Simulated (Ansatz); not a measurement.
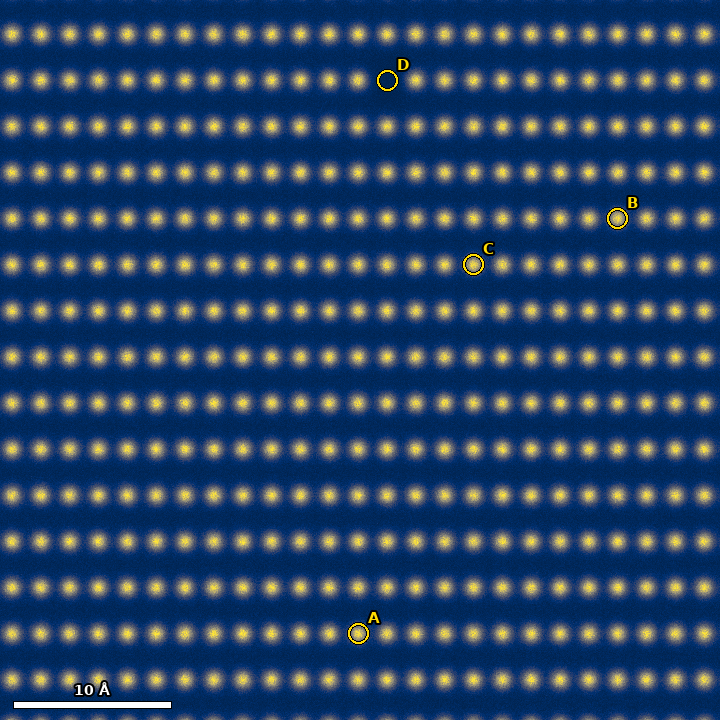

HAADF-like image of Nd (P6_3/mmc, No. 194) along [210]. The image is simulated as a sum over atoms of Z^1.7, blurred by a 0.85 Å probe (no channelling). The probe carries 25 % of its weight in a tail 2.5 times as wide. Shot noise was added.

The sample is 1 repeat (6.4 Å) thick. One point defect was put into the perfect crystal, without relaxing the atoms around it. Brightness is counted from the darkest point of the image. Host structure: coordinates from a relaxation with DFT PBE, scalar-relativistic, plane waves, PAW (Ansatz 0.2.0).

Which ringed column holds the defect, and does it scatter more or less than its equals?

D; it scatters less. The column holds 1 atom (Nd) through the sample, and one Nd atom is missing, so its peak vanishes.
